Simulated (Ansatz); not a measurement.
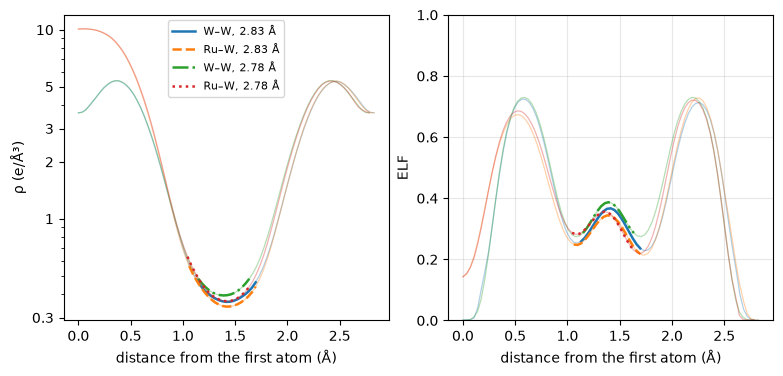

Figure 1: RuW$_{3}$. Valence charge density (pseudo) and ELF along straight lines between neighbouring atoms. Thin, pale parts lie inside the atomic spheres.

Space group I4/mmm; started from the TiAl3 (D0_22)_139 prototype, which need not be the ambient phase; computed without spin polarisation.

Level of theory: Ansatz 0.2.0, DFT PBE, scalar-relativistic, plane waves, PAW.

In a PAW calculation such maps are meaningful between the atoms, not at the nuclei.

```xyz
8
Lattice="3.9355 0.0000 0.0000 0.0000 3.9355 0.0000 0.0000 0.0000 8.1198" Properties=species:S:1:pos:R:3 pbc="T T T"
Ru    0.0000    0.0000    0.0000
Ru    1.9677    1.9677    4.0599
W     0.0000    0.0000    4.0599
W     1.9677    1.9677    0.0000
W     1.9677    0.0000    2.0299
W     0.0000    1.9677    6.0898
W     0.0000    1.9677    2.0299
W     1.9677    0.0000    6.0898
```

### What can be read from the curves?

W–W (2.83 Å): ρ at the midpoint is about 0.36 e/Å³; the ELF is about 0.35 at the midpoint.
Ru–W (2.83 Å): ρ at the midpoint is about 0.34 e/Å³; the ELF is about 0.35 at the midpoint.
W–W (2.78 Å): the density is about 0.39 e/Å³ at the midpoint; the ELF is about 0.40 at the midpoint.
Ru–W (2.78 Å): ρ at the midpoint is about 0.37 e/Å³; the ELF is about 0.35 at the midpoint.
